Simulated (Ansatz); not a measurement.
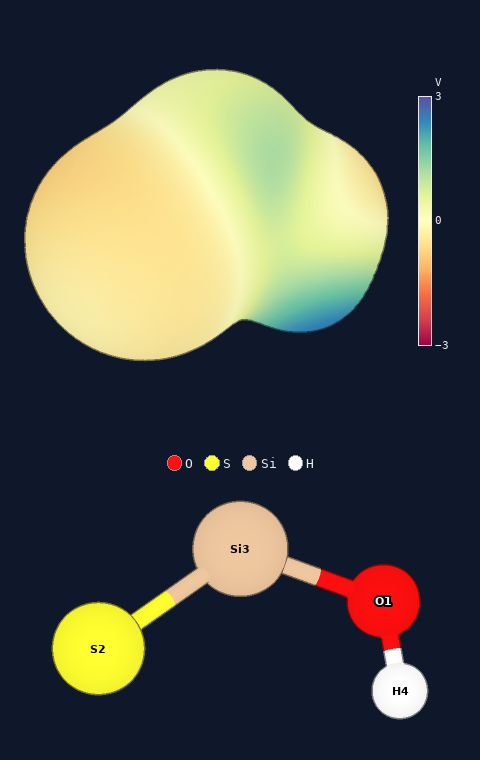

*HOSSi (doublet). The electrostatic potential painted on the density surface at 0.001 e/bohr³, seen at a tilt; the colour scale runs from red (negative) to blue (positive). The bare structure is drawn below in the same view.*

Geometry: r2SCAN-D4/def2-SVP.

Level of theory: Ansatz 0.2.0, isolated molecule in a Gaussian basis; Kohn-Sham density functional theory, functional PBE0.

**Describe the electrostatic potential map.**

The most negative region (about −0.7 V, or −16 kcal/mol for a unit charge) lies over S2, the most positive (about +2.4 V, or +55 kcal/mol for a unit charge) over H4.

**What dipole moment does the calculation give?**

Its dipole moment is 1.95 D.
